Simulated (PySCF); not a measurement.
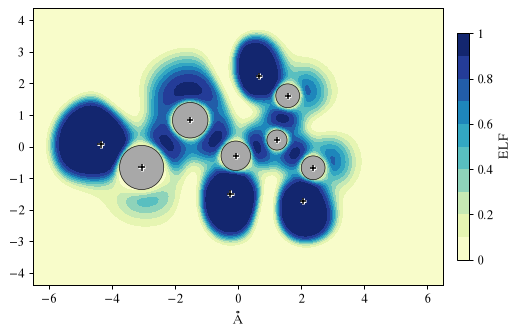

The electron localisation function on a plane through atoms (crosses mark nuclei in the plane; grey discs cover the cores).

Computed with PySCF 2.14.0, PBE0/pcSseg-1, SCF density, gas phase, non-relativistic.

Candidates:
A. C$_{5}$H$_{10}$OSi
B. C$_{2}$H$_{10}$BNSSi (SMILES CN(C)BS[SiH3])
C. C$_{8}$H$_{12}$BN

Question: Which candidate gave the map?

Answer: Candidate B: C$_{2}$H$_{10}$BNSSi on the plane of atoms S5, B4 and H13, which holds C, N, B, S, Si and H. B–N (1.40 Å): the ELF peaks at about 0.95 between the atoms: a polar covalent bond. C–N (1.44 Å): the ELF peaks at about 0.95 between the atoms (localised, covalent bonding).
